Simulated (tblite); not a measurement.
## C₂H₁₄FNSi₄: geometry relaxation (part 1 of 4)

The run: geometry relaxation of C₂H₁₄FNSi₄. Method and program: GFN2-xTB geometry optimisation, gas phase (tblite 0.8.0).

It belongs to a series of runs on one base structure; here: P replaced by N.

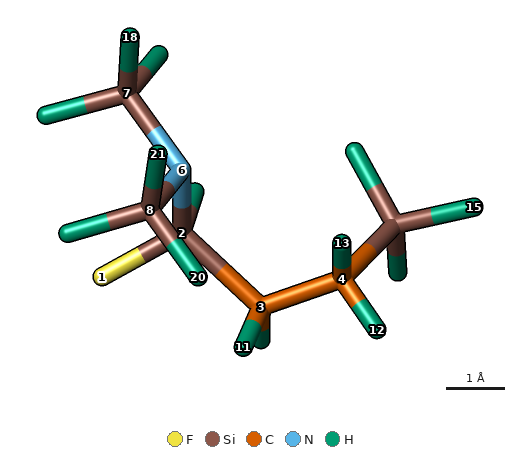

**Figure 1.** The input geometry (stick view, seen at a tilt; atoms are numbered from 1 in the order of the input). Bond lengths as drawn: C–C 1.52 Å, C–H 1.09 to 1.11 Å, C–Si 1.87 to 1.90 Å, F–Si 1.59 Å, H–Si 1.48 to 1.50 Å and N–Si 1.68 to 1.69 Å.

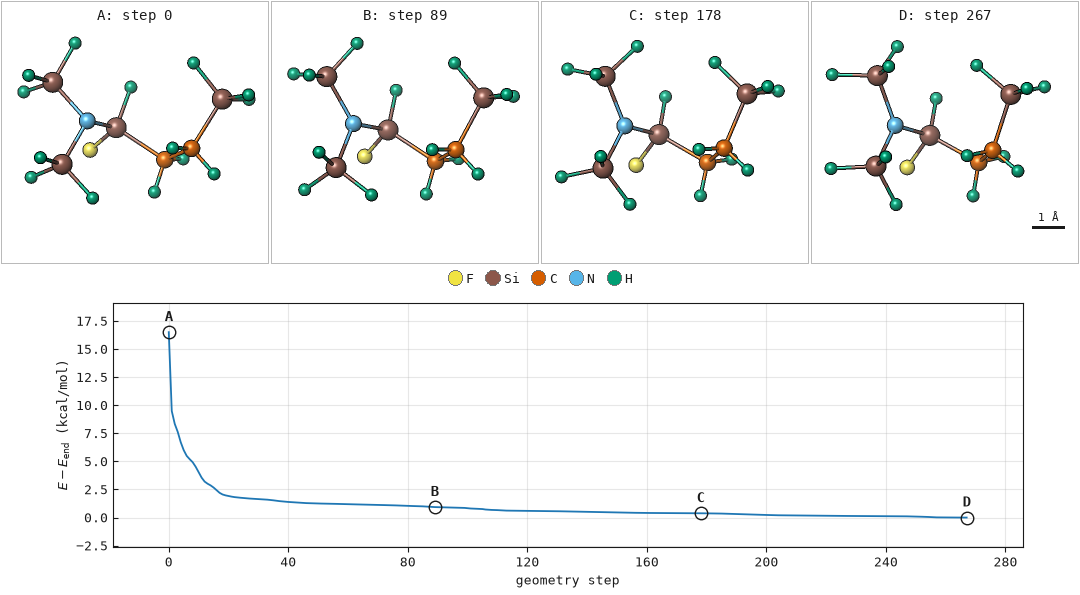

**Figure 2.** Frames of the relaxation (ball-and-stick view, seen at a tilt) above the curves, on which the letters mark them (steps are counted from 0).

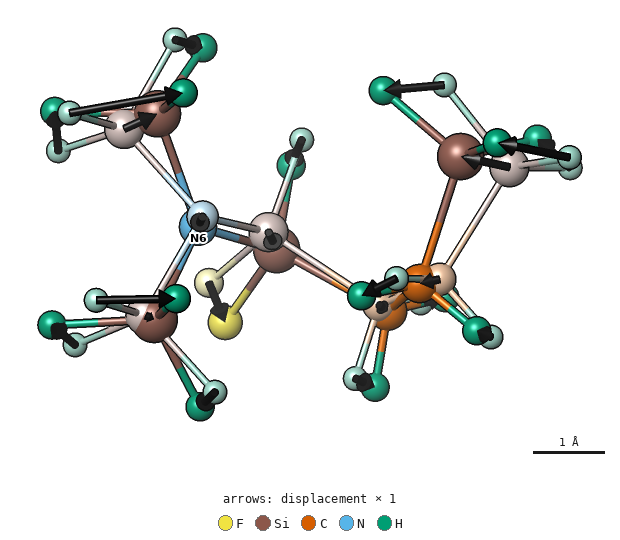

**Figure 3.** Start (faint) and end (solid) with the displacements as black arrows, at true length (ball-and-stick view, seen at a tilt). The two geometries are laid on each other by the best rigid fit. The energy falls by 16.5 kcal/mol in 267 geometry steps. Largest force component: 2.8 eV/Å at the start, 0.008 eV/Å at the end. The atom that moves furthest after the best rigid fit is H18 (1.65 Å). Largest moves by element: H 1.65 Å, Si 0.76 Å, F 0.69 Å, N 0.57 Å, C 0.29 Å. Among the contacts that change: N6–Si8 1.675 → 1.748 Å, N6–Si7 1.688 → 1.743 Å, Si2–N6 1.690 → 1.731 Å, F1–Si2 1.587 → 1.622 Å. Among the angles that change: Si2–N6–Si7 109.4° → 123.1°, C3–Si2–H9 106.0° → 115.8°, Si2–N6–Si8 111.8° → 120.0°. (Atoms are counted from 1 in the order of the input.)

The input and output of the run follow.

**Input file**
```
{"job": {"kind": "relax", "xc": "GFN2-xTB", "basis": "xTB"}, "charge": 0, "multiplicity": 1}
F     -1.142500     0.076000    -2.360800
Si    -0.299500     0.339500    -1.042600
C      1.069400    -0.974300    -0.942200
C      1.875600    -1.070000     0.346200
Si     3.080700     0.303500     0.748600
N     -1.303100     0.344900     0.316700
Si    -2.201800     1.773600     0.346200
Si    -2.337500    -0.972700     0.332500
H      0.392600     1.640200    -1.164300
H      1.732600    -0.811100    -1.789900
H      0.582000    -1.945500    -1.123600
H      2.463500    -2.003600     0.300600
H      1.198100    -1.198600     1.221600
H      4.029500     0.469100    -0.395400
H      3.842000    -0.005200     1.975100
H      2.344500     1.580300     0.948700
H     -3.076200     1.906300    -0.836200
H     -3.035100     1.794200     1.576500
H     -1.286700     2.934900     0.438200
H     -1.539500    -2.223700     0.300400
H     -3.101300    -0.985300     1.607700
H     -3.297600    -0.952900    -0.804700
```

The first line tells a small driver script what to run in tblite; the rest is the geometry in Å.

Launch command:
```bash
OMP_NUM_THREADS=1 python <driver script> task.json out
```

**The program's output**
```
step      E/eV     max force
  0    -710.32817    3.394
  1    -710.63260    0.971
  2    -710.68232    0.644
  3    -710.71325    0.652
  4    -710.75303    0.480
  5    -710.78378    0.438
  6    -710.80589    0.315
  7    -710.81862    0.300
  8    -710.83030    0.296
  9    -710.84782    0.314
 10    -710.86898    0.341
 11    -710.89005    0.322
 12    -710.90513    0.253
 13    -710.91340    0.313
 14    -710.91982    0.302
 15    -710.92811    0.244
 16    -710.93833    0.273
 17    -710.94846    0.210
 18    -710.95487    0.146
 19    -710.95834    0.122
 20    -710.96090    0.114
 21    -710.96316    0.100
 22    -710.96504    0.088
 23    -710.96641    0.074
 24    -710.96751    0.094
 25    -710.96861    0.092
 26    -710.96967    0.072
 27    -710.97055    0.078
 28    -710.97125    0.068
 29    -710.97192    0.064
 30    -710.97265    0.073
 31    -710.97342    0.060
 32    -710.97414    0.057
 33    -710.97493    0.071
 34    -710.97600    0.090
 35    -710.97743    0.105
 36    -710.97905    0.092
 37    -710.98050    0.104
 38    -710.98170    0.095
 39    -710.98277    0.069
 40    -710.98372    0.058
 41    -710.98452    0.073
 42    -710.98528    0.081
 43    -710.98614    0.078
 44    -710.98701    0.063
 45    -710.98770    0.049
 46    -710.98817    0.058
 47    -710.98858    0.057
 48    -710.98906    0.049
 49    -710.98952    0.044
 50    -710.98980    0.030
 51    -710.98995    0.032
 52    -710.99011    0.030
 53    -710.99035    0.037
 54    -710.99064    0.038
 55    -710.99092    0.042
 56    -710.99115    0.049
 57    -710.99140    0.045
 58    -710.99170    0.036
 59    -710.99203    0.034
 60    -710.99231    0.043
 61    -710.99257    0.051
 62    -710.99289    0.051
 63    -710.99326    0.040
 64    -710.99359    0.034
 65    -710.99381    0.035
 66    -710.99399    0.040
 67    -710.99422    0.043
 68    -710.99453    0.044
 69    -710.99491    0.041
 70    -710.99528    0.036
 71    -710.99557    0.036
 72    -710.99581    0.035
 73    -710.99604    0.038
 74    -710.99630    0.039
 75    -710.99664    0.041
 76    -710.99707    0.066
 77    -710.99755    0.069
 78    -710.99800    0.048
 79    -710.99843    0.045
 80    -710.99887    0.044
 81    -710.99929    0.041
 82    -710.99962    0.036
 83    -710.99990    0.038
 84    -711.00022    0.052
 85    -711.00070    0.058
 86    -711.00144    0.061
 87    -711.00234    0.062
 88    -711.00310    0.051
 89    -711.00355    0.040
 90    -711.00383    0.037
 91    -711.00406    0.032
 92    -711.00432    0.048
 93    -711.00461    0.037
 94    -711.00491    0.066
 95    -711.00520    0.038
 96    -711.00545    0.032
 97    -711.00559    0.040
 98    -711.00599    0.046
 99    -711.00674    0.069
100    -711.00794    0.076
101    -711.00900    0.060
102    -711.00965    0.046
103    -711.01003    0.054
104    -711.01043    0.060
105    -711.01118    0.076
106    -711.01295    0.079
107    -711.01391    0.054
108    -711.01450    0.044
109    -711.01481    0.034
110    -711.01527    0.054
111    -711.01595    0.064
112    -711.01669    0.049
113    -711.01715    0.032
114    -711.01734    0.034
115    -711.01746    0.031
116    -711.01760    0.024
117    -711.01791    0.025
118    -711.01808    0.021
119    -711.01819    0.017
120    -711.01825    0.016
121    -711.01832    0.017
122    -711.01843    0.019
123    -711.01859    0.027
124    -711.01878    0.029
125    -711.01894    0.023
126    -711.01908    0.032
127    -711.01920    0.032
128    -711.01933    0.022
129    -711.01945    0.023
130    -711.01959    0.026
131    -711.01977    0.035
132    -711.02002    0.041
133    -711.02031    0.037
134    -711.02055    0.028
135    -711.02073    0.026
136    -711.02088    0.026
137    -711.02106    0.032
138    -711.02131    0.041
139    -711.02160    0.045
140    -711.02190    0.053
141    -711.02219    0.045
142    -711.02246    0.030
143    -711.02268    0.038
144    -711.02289    0.058
145    -711.02311    0.072
146    -711.02339    0.061
147    -711.02379    0.030
148    -711.02398    0.029
149    -711.02418    0.039
150    -711.02436    0.040
151    -711.02457    0.030
152    -711.02475    0.028
153    -711.02493    0.030
154    -711.02513    0.033
155    -711.02536    0.042
156    -711.02561    0.042
157    -711.02582    0.028
158    -711.02600    0.025
159    -711.02610    0.024
160    -711.02623    0.016
161    -711.02630    0.015
162    -711.02635    0.012
163    -711.02639    0.012
164    -711.02645    0.015
165    -711.02650    0.021
166    -711.02655    0.020
167    -711.02659    0.012
168    -711.02663    0.013
169    -711.02669    0.025
170    -711.02676    0.039
171    -711.02686    0.044
172    -711.02699    0.030
173    -711.02710    0.022
174    -711.02717    0.020
175    -711.02726    0.024
176    -711.02735    0.022
177    -711.02743    0.022
178    -711.02751    0.023
179    -711.02760    0.026
180    -711.02771    0.029
181    -711.02786    0.035
182    -711.02802    0.029
183    -711.02816    0.039
184    -711.02834    0.046
185    -711.02860    0.044
186    -711.02893    0.048
187    -711.02923    0.045
188    -711.02944    0.032
189    -711.02961    0.040
190    -711.02983    0.034
191    -711.03031    0.034
192    -711.03075    0.043
193    -711.03119    0.043
194    -711.03154    0.043
195    -711.03183    0.036
196    -711.03213    0.034
197    -711.03250    0.036
198    -711.03307    0.045
199    -711.03355    0.044
200    -711.03397    0.047
201    -711.03433    0.048
202    -711.03471    0.049
203    -711.03503    0.039
204    -711.03518    0.033
205    -711.03531    0.024
206    -711.03543    0.030
207    -711.03555    0.027
208    -711.03570    0.020
209    -711.03582    0.029
210    -711.03595    0.033
211    -711.03609    0.037
212    -711.03623    0.030
213    -711.03634    0.024
214    -711.03645    0.027
215    -711.03654    0.026
216    -711.03663    0.023
217    -711.03673    0.023
218    -711.03684    0.024
219    -711.03698    0.026
220    -711.03712    0.024
221    -711.03723    0.029
222    -711.03728    0.024
223    -711.03735    0.027
224    -711.03742    0.022
225    -711.03758    0.026
226    -711.03767    0.027
227    -711.03778    0.021
228    -711.03784    0.016
229    -711.03791    0.018
230    -711.03797    0.018
231    -711.03804    0.027
232    -711.03808    0.028
233    -711.03817    0.014
234    -711.03822    0.017
235    -711.03828    0.019
236    -711.03832    0.020
237    -711.03837    0.018
238    -711.03842    0.014
239    -711.03848    0.015
240    -711.03854    0.019
241    -711.03860    0.019
242    -711.03866    0.016
243    -711.03873    0.014
244    -711.03884    0.022
245    -711.03897    0.030
246    -711.03912    0.029
247    -711.03930    0.025
248    -711.03952    0.026
249    -711.03978    0.030
250    -711.04005    0.056
251    -711.04039    0.043
252    -711.04080    0.047
253    -711.04113    0.046
254    -711.04161    0.066
255    -711.04223    0.088
256    -711.04287    0.076
257    -711.04328    0.044
258    -711.04331    0.050
259    -711.04362    0.026
260    -711.04371    0.016
261    -711.04379    0.019
262    -711.04382    0.015
263    -711.04387    0.017
264    -711.04391    0.012
265    -711.04395    0.011
266    -711.04397    0.010
267    -711.04399    0.010
```

**Trajectory as extended XYZ (Å, eV, eV/Å), 37 of the 268 frames kept, from step=0 to step=267**
```
22
Properties=species:S:1:pos:R:3:forces:R:3 step=0 energy=-710.32817
F    -1.1425    0.0760   -2.3608   -0.3940  -0.0480  -0.7580
Si   -0.2995    0.3395   -1.0426    2.8230   0.3490  -0.2610
C     1.0694   -0.9743   -0.9422   -0.5550  -0.2100  -0.1090
C     1.8756   -1.0700    0.3462   -0.3270  -0.8420   0.5600
Si    3.0807    0.3035    0.7486    0.3350   0.9780  -0.2480
N    -1.3031    0.3449    0.3167    0.8050   0.4360   0.3680
Si   -2.2018    1.7736    0.3462   -1.2860   2.5190   0.7760
Si   -2.3375   -0.9727    0.3325   -1.8110  -2.8160   0.5560
H     0.3926    1.6402   -1.1643   -0.3870  -0.2030  -0.1100
H     1.7326   -0.8111   -1.7899    0.1150  -0.0110   0.0060
H     0.5820   -1.9455   -1.1236    0.1910   0.1070   0.0120
H     2.4635   -2.0036    0.3006   -0.1680   0.1430   0.0310
H     1.1981   -1.1986    1.2216    0.2040   0.0630  -0.5990
H     4.0295    0.4691   -0.3954   -0.2440  -0.0590   0.3740
H     3.8420   -0.0052    1.9751   -0.1060  -0.0320  -0.1770
H     2.3445    1.5803    0.9487    0.2160  -0.3070  -0.0300
H    -3.0762    1.9063   -0.8362    0.1240   0.0390   0.1660
H    -3.0351    1.7942    1.5765    0.2410  -0.1430  -0.3530
H    -1.2867    2.9349    0.4382   -0.1210  -0.3640  -0.1040
H    -1.5395   -2.2237    0.3004   -0.1210   0.3430  -0.0470
H    -3.1013   -0.9853    1.6077    0.2490   0.1420  -0.3540
H    -3.2976   -0.9529   -0.8047    0.2180  -0.0840   0.3000
22
Properties=species:S:1:pos:R:3:forces:R:3 step=7 energy=-710.81862
F    -1.0661    0.1080   -2.3697    0.1590   0.0180  -0.2200
Si   -0.2000    0.3655   -1.0200    0.0920   0.0390  -0.0960
C     1.0912   -1.0124   -0.9466   -0.0400   0.0660  -0.0340
C     1.8855   -1.1061    0.3551   -0.0970  -0.0680  -0.0140
Si    3.0659    0.3318    0.7259   -0.0040   0.0160  -0.0420
N    -1.3987    0.3674    0.2284    0.1690   0.0090   0.0990
Si   -2.2549    1.8786    0.3888   -0.0440   0.0120   0.0060
Si   -2.3841   -1.0703    0.3646   -0.0370  -0.0140  -0.0160
H     0.3727    1.6957   -1.2132   -0.0500  -0.1190   0.0400
H     1.7783   -0.8505   -1.7804    0.0060  -0.0590   0.0080
H     0.5984   -1.9733   -1.1361    0.0510   0.1040  -0.0010
H     2.4671   -2.0319    0.3271    0.0200  -0.0110   0.0830
H     1.1774   -1.2031    1.1798    0.0010  -0.0500   0.0510
H     4.0236    0.4728   -0.3743   -0.0080   0.0310  -0.0460
H     3.8210   -0.0060    1.9339    0.0200  -0.0220   0.0650
H     2.3525    1.5895    0.9486   -0.0240  -0.0080  -0.0320
H    -3.0881    1.9628   -0.8125   -0.1240   0.2640   0.0690
H    -3.0578    1.7814    1.6094    0.0820   0.0470  -0.0600
H    -1.2590    2.9545    0.4309   -0.1010  -0.0930   0.0610
H    -1.5182   -2.2530    0.2971   -0.0620   0.1130   0.0690
H    -3.1099   -0.9708    1.6341    0.1010  -0.0310  -0.0510
H    -3.3071   -1.0113   -0.7719   -0.1110  -0.2430   0.0600
22
Properties=species:S:1:pos:R:3:forces:R:3 step=15 energy=-710.92811
F    -0.8813    0.1431   -2.5058    0.0010  -0.0380   0.0000
Si   -0.1668    0.3682   -1.0612   -0.0020   0.0970  -0.0410
C     1.1184   -1.0266   -0.9449   -0.1860   0.1370  -0.0780
C     1.8812   -1.1238    0.3767   -0.1670  -0.1040  -0.1260
Si    3.0545    0.3282    0.7181   -0.0670  -0.0630  -0.0160
N    -1.4352    0.3767    0.1362   -0.0600   0.0120  -0.2270
Si   -2.2818    1.8924    0.3817    0.0470   0.0390   0.0430
Si   -2.3926   -1.0738    0.3560    0.0330  -0.0820   0.0330
H     0.3655    1.7202   -1.2146    0.0200  -0.1440   0.0900
H     1.8260   -0.8909   -1.7693   -0.0460   0.0050   0.0820
H     0.5979   -1.9698   -1.1544    0.1000   0.0480   0.0880
H     2.4609   -2.0507    0.3769    0.0550  -0.0150  -0.0120
H     1.1537   -1.2311    1.1837    0.0220   0.0840   0.0600
H     3.9978    0.4907   -0.3883    0.0270  -0.0210  -0.0720
H     3.8043   -0.0105    1.9222    0.1020  -0.0090   0.1480
H     2.3364    1.5807    0.9205   -0.0840   0.0700   0.0170
H    -3.1849    2.1860   -0.7348   -0.0120  -0.0190   0.0110
H    -3.0397    1.7916    1.6299    0.0560  -0.0690  -0.0380
H    -1.2705    2.9425    0.4777    0.0470  -0.0180   0.0270
H    -1.5025   -2.2331    0.3444    0.0740   0.0230   0.0140
H    -3.0593   -0.9692    1.6538    0.0440   0.0580   0.0020
H    -3.3926   -1.2214   -0.7052   -0.0040   0.0080  -0.0040
22
Properties=species:S:1:pos:R:3:forces:R:3 step=22 energy=-710.96504
F    -0.8136    0.1399   -2.5883    0.0050   0.0340   0.0350
Si   -0.1799    0.3746   -1.1090    0.0000  -0.0120   0.0190
C     1.0975   -1.0140   -0.9395   -0.0100  -0.0220  -0.0080
C     1.8578   -1.1231    0.3815    0.0020   0.0350   0.0130
Si    3.0443    0.3186    0.7275    0.0040   0.0260   0.0100
N    -1.5013    0.3816    0.0202    0.0350  -0.0050  -0.0310
Si   -2.2814    1.9096    0.3724    0.0310  -0.0650   0.0100
Si   -2.3876   -1.0939    0.3472    0.0530   0.0620   0.0030
H     0.3974    1.7085   -1.1718   -0.0140  -0.0210  -0.0230
H     1.8197   -0.8872   -1.7494   -0.0040   0.0310  -0.0160
H     0.6004   -1.9656   -1.1427   -0.0570  -0.0360   0.0040
H     2.4414   -2.0499    0.3722   -0.0480   0.0100   0.0130
H     1.1454   -1.2160    1.2038   -0.0280  -0.0030  -0.0130
H     3.9718    0.4777   -0.3992   -0.0030  -0.0260   0.0220
H     3.8123   -0.0027    1.9387   -0.0280   0.0260  -0.0450
H     2.3069    1.5686    0.9149   -0.0020   0.0000   0.0370
H    -3.2214    2.2702   -0.6877   -0.0190   0.0160  -0.0670
H    -3.0015    1.7525    1.6307   -0.0100  -0.0520   0.0700
H    -1.2435    2.9267    0.5118    0.0570  -0.0040  -0.0160
H    -1.4489   -2.2129    0.3729    0.0480   0.0050  -0.0130
H    -3.0070   -0.9355    1.6610    0.0070   0.0250   0.0370
H    -3.4193   -1.3085   -0.6680   -0.0170  -0.0240  -0.0400
```
